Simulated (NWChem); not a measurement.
# AlSiH4Cl (SMILES [SiH3][AlH][Cl]) at B3LYP/6-31G(d) (spherical functions)

Wanted: a structure relaxation of AlSiH4Cl. 

The results are computed with NWChem 7.3.0.

12 further runs of the same task are left out: 8 that didn't finish, 4 set aside as unsound or not needed. Runs told in other sessions of the task aren't counted.

## Step 1: The system as given

The species is AlSiH4Cl (7 atoms), meant as a singlet with charge 0. SMILES: `[SiH3][AlH][Cl]`. Geometry: relaxed at PBE0-D4/def2-TZVP. The run starts from this shape.

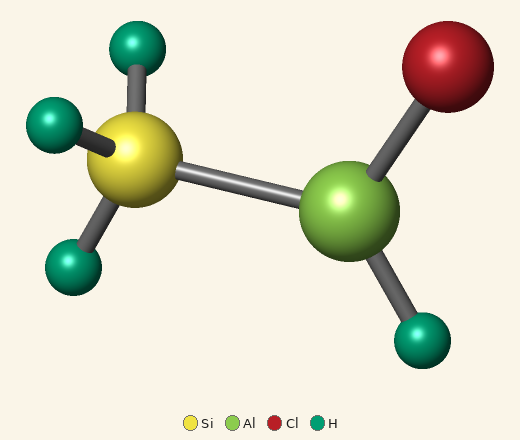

Viewed from a chosen angle; silicon yellow, aluminium green, chlorine red, hydrogen teal.

## Step 2: A geometry optimisation at B3LYP/6-31G(d) (spherical functions)

Contents of a.nw:

```
start a
title "AlClH4Si"
memory stack 880 mb heap 220 mb global 1100 mb
geometry
Si    -0.861200     0.582500    -0.311200
Al     1.094800    -0.612400     0.543100
Cl     1.783400    -2.223100    -0.622900
H     -2.012700    -0.351800    -0.455300
H     -0.567600     1.154700    -1.655100
H     -1.276600     1.696100     0.586300
H      1.901100    -0.314000     1.869500
end
basis spherical bse
Si library 6-31G*
Al library 6-31G*
Cl library 6-31G*
H library 6-31G*
end
dft
xc b3lyp
mult 1
grid fine
convergence energy 1e-07
iterations 100
mulliken
print low
end
driver
maxiter 60
end
freq
temp 2 298.15 573.15
end
task dft optimize
task dft frequencies
```

On the command line:

```
$ nwchem a.nw > a.out
```

Q: Predict the results. Wanted: total energy at the end; lowest harmonic wavenumber; highest harmonic wavenumber; zero-point energy; ideal-gas entropy at 298.15 K.

**Answer.** As computed:

At B3LYP/6-31G* (spherical functions):

| quantity | value |
| --- | --- |
| total energy at the end | -994.58056 Eh |
| lowest harmonic wavenumber | 32 cm⁻¹ |
| highest harmonic wavenumber | 2237 cm⁻¹ |
| zero-point energy | 86.1 kJ/mol |
| ideal-gas entropy at 298.15 K (symmetry number 1 as used) | 79.9 cal/(mol K) |

**Reading.** At the final geometry: Bond lengths: Si1–Al2 2.456 Å, Al2–Cl3 2.128 Å, Si1–H4 1.491 Å, Si1–H5 1.491 Å, Si1–H6 1.491 Å, Al2–H7 1.584 Å. Angles: Si1–Al2–Cl3 117.4°, Si1–Al2–H7 127.4°, Cl3–Al2–H7 115.2°, Al2–Si1–H4 110.7°, Al2–Si1–H5 110.7°, Al2–Si1–H6 111.7°, H4–Si1–H5 107.7°, H4–Si1–H6 107.9°, H5–Si1–H6 107.9°. All 15 modes are real, so the shape is a minimum at this level. The optimisation took 5 steps and changed the energy by -0.006 eV.
